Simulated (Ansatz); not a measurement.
```
atom    x (Å)    y (Å)    z (Å)
   C  -0.4052  -1.7263   0.0148
   C   2.1175  -0.9508   0.8776
   B   0.7071  -0.7081   0.3159
  Se   0.1633   1.2559  -0.0271
  Zn   0.1069   1.2852  -2.4555
   H  -0.7782  -2.0761   0.9942
   H   0.0160  -2.6275  -0.4537
   H  -1.2765  -1.3921  -0.5580
   H   2.4783  -0.1902   1.5807
   H   2.8279  -0.9491   0.0323
   H   2.2004  -1.9390   1.3464
   H   1.4792   1.9103   0.1270
   H   0.0607   1.2886  -3.9811
```

Geometry: PBE0-D3(BJ)/pcseg-1.

The calculation used isolated molecule in a Gaussian basis; Kohn-Sham density functional theory, functional PBE0 in Ansatz.

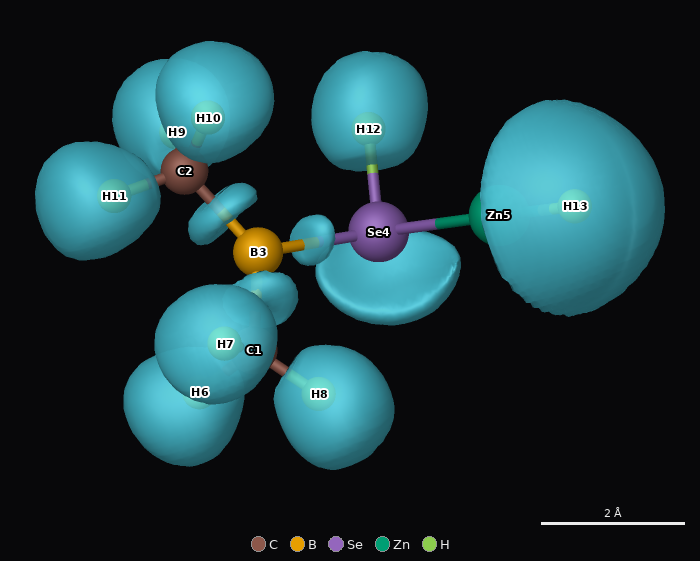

C₂H₈BSeZn (SMILES CB(C)[SeH+][ZnH]) (charge +1). Isosurface of the ELF at 0.85 (cyan), seen at a tilt. Core shells and regions of very low density are left out.

**Identify the bonds, lone pairs and shells in this picture.**

The ELF exceeds this value in two regions between bonded B–C atoms (shared pairs), one region between bonded B–Se atoms (shared pairs), eight regions around hydrogen nuclei and one lobe on Se, pointing away from the bonds (lone pairs). Profiles from the grid: C–B (1.54 Å): the ELF peaks at about 1 between the atoms, as expected for localised, covalent bonding. B–Se (2.07 Å): the ELF peaks at about 0.90 between the atoms; a covalent bond.
